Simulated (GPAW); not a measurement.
# PbF2 (Fluorocronite): optical spectrum from first principles

Wanted: where PbF2 (Fluorocronite) starts to absorb, how strongly, and its refractive index. The cell comes from an older database entry, whose edges can differ from later determinations, mostly by under a per cent.

Method: DFT, PBE, plane-wave PAW (GPAW data sets), scalar-relativistic, RPA, optical limit, in GPAW 26.7.0.

The database entry behind the starting cell differs from later determinations by our own check (0.1 to 0.3 % short, probably kX units), so it need not match the best structure at ambient conditions.

### Step 1. Set-up

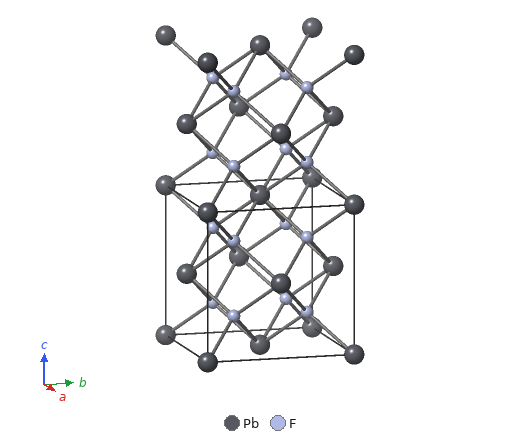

The starting structure, seen slightly off an axis (lead dark grey, fluorine light blue). 1×1×2 cells are drawn. This picture shows the conventional cell, with its axes. Some periodic images of atoms are drawn too.

Structure file:

```cif
data_structure
_symmetry_space_group_name_H-M 'P 1'
_symmetry_Int_Tables_number 1
_cell_length_a 4.1912
_cell_length_b 4.1912
_cell_length_c 4.1912
_cell_angle_alpha 60.000
_cell_angle_beta 60.000
_cell_angle_gamma 60.000
_cell_volume 52.06
loop_
_atom_site_label
_atom_site_type_symbol
_atom_site_fract_x
_atom_site_fract_y
_atom_site_fract_z
_atom_site_occupancy
Pb1 Pb 0.00000 0.00000 0.00000 1
F2 F 0.75000 0.75000 0.75000 1
F3 F 0.25000 0.25000 0.25000 1
```

### Step 2. Bands for the response

At the fixed density, many empty bands are solved on the mesh of the response, since the spectrum sums over them.

This step: DFT, PBE, plane-wave PAW (GPAW data sets), scalar-relativistic, bands at fixed density (GPAW 26.7.0).

nscf.py

```python
from ase.dft.bandgap import bandgap
from gpaw import GPAW, FermiDirac

calc = GPAW('gs.gpw').fixed_density(kpts={'size': (9, 9, 9), 'gamma': True}, nbands=59, convergence={'bands': 53},
                                    occupations=FermiDirac(0.001), txt='nscf.txt')
print('gap (eV)', bandgap(calc, output=None)[0])
print('direct gap (eV)', bandgap(calc, direct=True, output=None)[0])
print('top band over the Fermi level (eV)', min(calc.get_eigenvalues(kpt=k)[52] for k in range(len(calc.get_ibz_k_points()))) - calc.get_fermi_level())
calc.write('full.gpw', mode='all')
```

Command:

```
> OMP_NUM_THREADS=1 python nscf.py
```

Numbers of over 12 decimals in the logs are rounded to 6 here.

What it wrote:

```text
Diagonalizing LCAO Hamiltonian
Converting LCAO to pw mode
convergence criteria:
- Maximum integral of absolute [eigenst]ate change: 4e-08 eV^2 / valence electron
maximum number of iterations: 150

SCF iterations
|iter     |      energy | eigst |  dens |
|iter:   1||             | +3.70 |       |
|iter:   2||             | +2.47 |       |
|iter:   3||             | +1.42 |       |
|iter:   4||             | +0.21 |       |
|iter:   5||             | -0.72 |       |
|iter:   6||             | -1.70 |       |
|iter:   7||             | -2.51 |       |
|iter:   8||             | -3.46 |       |
|iter:   9||             | -4.22 |       |
|iter:  10||             | -5.12 |       |
|iter:  11||             | -5.89 |       |
|iter:  12||             | -6.76 |       |
|iter:  13||             | -7.25 |       |
|iter:  14||             | -7.67c|       |
SCF steps: 14
  __  _  _
 | _ |_)|_||  |
 |__||  | ||/\| - 26.7.0

Versions:
  Python: 3.12.14
  ASE:    3.29.0
  Numpy:  2.5.5
  Scipy:  1.18.1
  Libxc:  7.0.0

Input parameters:
  mode=PW(ecut=500.0),
  convergence={'bands': 53},
  gpts=array([24, 24, 24]),
  kpts=MonkhorstPack(size=(9, 9, 9), gamma=True),
  maxiter=150,
  nbands=59,
  occupations=Occupations(name='fermi-dirac', width=0.001, fixmagmom=False),
  parallel={},
  xc=XC(name='PBE')

--- standard output ---
gap (eV) 4.381144
direct gap (eV) 4.558854
top band over the Fermi level (eV) 42.491434
```

Wall time 90 s (1 thread of Arm Neoverse V1, shared host); peak memory 0.21 GiB.

Numbers from this step:

| Quantity | Value |
| --- | --- |
| gap on the k-mesh | 4.381 eV |
| direct gap on the mesh | 4.559 eV |

### Step 3. Dielectric function, RPA

Transitions between filled and empty bands, summed over the zone, give the optical response, so mesh, band count and broadening shape it.

The induced potential is part of this response.

This step: DFT, PBE, plane-wave PAW (GPAW data sets), scalar-relativistic, RPA, optical limit (GPAW 26.7.0).

df.py

```python
from gpaw.response.df import DielectricFunction

df = DielectricFunction('full.gpw', frequencies={'type': 'nonlinear', 'domega0': 0.03, 'omega2': 8},
                        ecut=50,
                        eta=0.15,
                        nbands=53,
                        txt='df.txt')
for direction in ['x']:
    df.get_dielectric_function(xc='RPA', direction=direction, filename=f'df_{direction}.csv')
```

Command:

```
> OMP_NUM_THREADS=1 python df.py
```

What it wrote:

```text
Using integrator: PointIntegrator
NonLinearFrequencyDescriptor(from 0.000 to 68.379 eV, 503 points)
Nonperiodic BCs:  [False False False]
Using integrator: PointIntegrator
NonLinearFrequencyDescriptor(from 0.000 to 68.379 eV, 503 points)
Nonperiodic BCs:  [False False False]

Calculating chi0 body with:
    Ground state adapter containing:
    Number of spins: 1
    Number of kpoints: 729
    Number of irreducible kpoints: 35
    Number of completely occupied states: 14
    Number of partially occupied states: 14

    Linear response parametrization:
    q_c: [0.0, 0.0, 0.0]
    Number of frequency points: 503
    Planewave cutoff: 50.0
    Number of bands: 53
    Number of planewaves: 51
    Broadening (eta): 0.15

Integrating chi0 body.

Symmetries of q_c:
    Direct symmetries (Uq -> q): 48
    Indirect symmetries (TUq -> q): 0
In total 48 allowed symmetries.

35 groups of equivalent kpoints. 95.198903% reduction.

Integral kind: spectral function

Calculating chi0 optical extensions with:
    Ground state adapter containing:
    Number of spins: 1
    Number of kpoints: 729
    Number of irreducible kpoints: 35
    Number of completely occupied states: 14
    Number of partially occupied states: 14

    Linear response parametrization:
    Number of frequency points: 503
    Planewave cutoff: 50.0
    Number of bands: 53
    Number of planewaves: 51
    Broadening (eta): 0.15
Integrating chi0 head and wings.

Symmetries of q_c:
    Direct symmetries (Uq -> q): 48
    Indirect symmetries (TUq -> q): 0
In total 48 allowed symmetries.

35 groups of equivalent kpoints. 95.198903% reduction.

Integral kind: spectral function wings
```

Elapsed: 16 s, on 1 thread; peak memory 0.29 GiB.

Read-outs, printed or worked out from the files:

```
electronic dielectric constant ε∞, mean over x, y and z (by symmetry where fewer were run) : 3.186
main peak of Im epsilon, first axis                                                        : 8.027 eV
```

The Im ε, E ∥ x has structure finer than the step of the table below, so its rows give means over 1 eV, whole bins alone (the curve runs from 0 to 14.0 eV). Peaks (eV: height): 5.7: 3.70, 6.9: 4.36, 8.0: 5.62, 9.5: 3.63.

Values under the direct gap are tails of Lorentzian lines. Table of Im ε, E ∥ x by photon energy; means over each step:

| photon energy (eV) | Im ε, E ∥ x |
| --- | --- |
| 1 | 0.0116 |
| 2 | 0.0272 |
| 3 | 0.0571 |
| 4 | 0.173 |
| 5 | 1.77 |
| 6 | 2.95 |
| 7 | 3.69 |
| 8 | 4.15 |
| 9 | 2.48 |
| 10 | 2.21 |
| 11 | 1.19 |
| 12 | 0.640 |
| 13 | 0.741 |

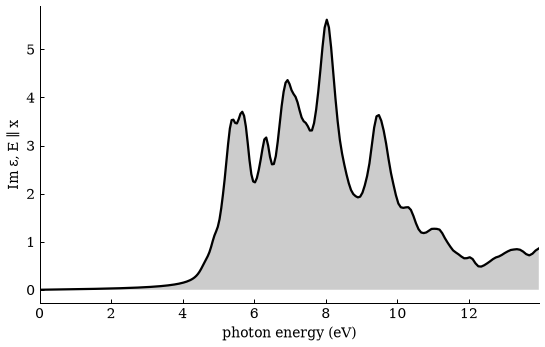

Im ε, E ∥ x against photon energy.

The Re ε, E ∥ x by photon energy:

```
photon energy (eV)  Re ε, E ∥ x
                 0         3.19
                 1         3.22
                 2         3.35
                 3         3.61
                 4         4.19
                 5         5.66
                 6         3.49
                 7         2.81
                 8         1.64
                 9         1.12
                10       -0.415
                11        0.228
                12        0.491
                13         1.03
```

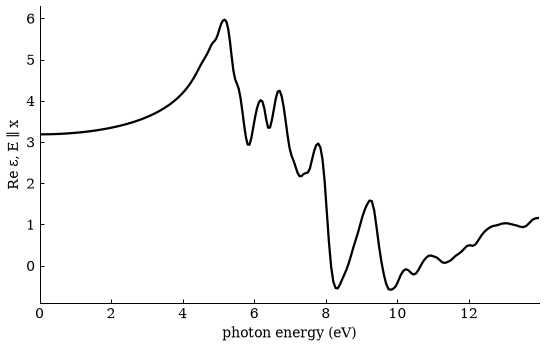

Re ε, E ∥ x against photon energy.

The reflectivity at normal incidence, E ∥ x has structure finer than the step of the table below, so its rows give means over 1 eV, whole bins alone (the curve runs from 0 to 14.0 eV). Peaks (eV: height): 5.3: 20.6, 6.9: 21.4, 8.2: 31.5, 9.8: 28.5.

Reflectivity at normal incidence, E ∥ x against photon energy; means over each step:

```csv
photon energy (eV),"reflectivity at normal incidence, E ∥ x (%)"
1,8.11
2,8.61
3,9.66
4,12.0
5,17.7
6,16.4
7,19.2
8,25.0
9,16.6
10,24.3
11,15.3
12,6.53
13,2.95
```

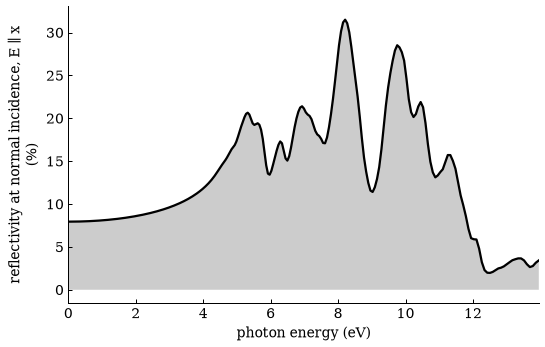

Reflectivity at normal incidence, E ∥ x against photon energy.

Table of refractive index n and extinction k by photon energy:

| photon energy (eV) | n | k |
| --- | --- | --- |
| 0 | 1.78 | 0 |
| 1 | 1.80 | 0.00318 |
| 2 | 1.83 | 0.00731 |
| 3 | 1.90 | 0.0145 |
| 4 | 2.05 | 0.0354 |
| 5 | 2.40 | 0.286 |
| 6 | 1.95 | 0.574 |
| 7 | 1.99 | 1.07 |
| 8 | 1.93 | 1.44 |
| 9 | 1.30 | 0.763 |
| 10 | 0.864 | 1.08 |
| 11 | 0.871 | 0.728 |
| 12 | 0.813 | 0.412 |
| 13 | 1.07 | 0.355 |

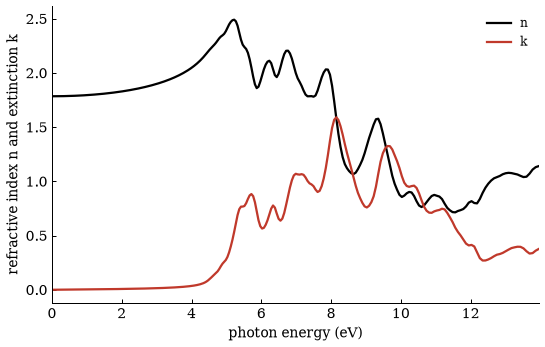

Refractive index n and extinction k against photon energy.

The Im ε, E ∥ x has structure finer than the step of the table below, so its rows give means over 1 eV, whole bins alone (the curve runs from 0 to 14.0 eV). Peaks (eV: height): without local fields 5.3: 5.34, 7.7: 5.59, 9.4: 3.90; with local fields 5.7: 3.70, 6.9: 4.36, 8.0: 5.62, 9.5: 3.63.

Values under the direct gap are tails of Lorentzian lines. The Im ε, E ∥ x by photon energy; means over each step:

```csv
photon energy (eV),without local fields,with local fields
1,0.0150,0.0116
2,0.0358,0.0272
3,0.0777,0.0571
4,0.270,0.173
5,2.97,1.77
6,3.38,2.95
7,4.36,3.69
8,4.39,4.15
9,2.71,2.48
10,2.31,2.21
11,1.69,1.19
12,0.892,0.640
13,1.26,0.741
```

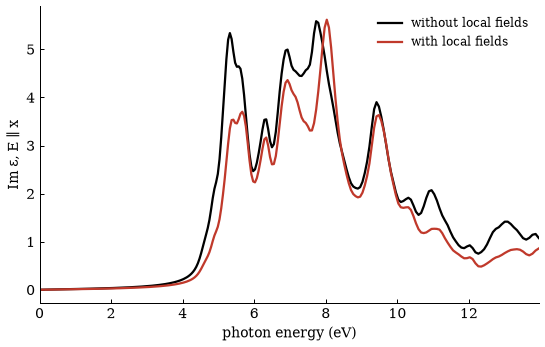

Im ε, E ∥ x against photon energy.

Optical constants at common wavelengths, from n + ik = √ε:

```
wavelength (nm)     n      k  R (%)     1/α
           1550  1.79  0.003    8.0   49 µm
           1064  1.80  0.004    8.2   22 µm
            532  1.85  0.009    8.9  4.6 µm
            405  1.91  0.015    9.7  2.1 µm
            365  1.94  0.020   10.3  1.5 µm
            308  2.05  0.037   11.9  671 nm
            193  1.97  0.721   15.6   21 nm
```

Below the direct gap, k and the depth come from the tails of the Lorentzian lines, not from transitions.

### Step 4. What came out

| Quantity | Value |
| --- | --- |
| electronic dielectric constant ε∞, mean over x, y and z (by symmetry where fewer were run) (RPA) | 3.19 |
| main peak of Im epsilon, first axis | 8.03 eV |

At this level (PBE, RPA) PbF2 has ε∞ = 3.19 and n = 1.79 at 1550 nm, and Im ε peaks at 8.0 eV. On the mesh the gap is 4.38 eV and the least direct gap 4.56 eV, so on this mesh the band edges lie at different points. Local fields change the static value along x from 3.58 to 3.19 (-11 %). Distinct maxima of Im ε, read by a parabola through the highest points, lie at 5.66 eV (3.7), 6.92 eV (4.4), 8.03 eV (5.6) and 9.46 eV (3.6). Excitons and phonon-assisted transitions are missing; PBE gaps are as a rule too small, which pulls the onset down and ε∞ up, while the missing spin-orbit coupling works the other way with such heavy atoms. Spin-orbit coupling is left out although heavy atoms are present. The sum runs over mesh points, so small or evenly spaced maxima can still be ripples of the mesh. In this version of GPAW the matrix elements of the optical limit are incomplete, which can lower ε − 1 by up to a tenth where first-row anions or d states rule, and shift it by more in d metals.

[Machine, clock and banner lines and Python warnings are left out of the logs.]

[Logs are printed without paths, hosts, clocks, repeated set-up lines and the standing remarks that a program may print on its own settings, such as how far it seeks lower states.]

[Hosts, paths, dates, database ids (printed as entryN), source tags and the programs' standing remarks are cut or masked in the printed files.]
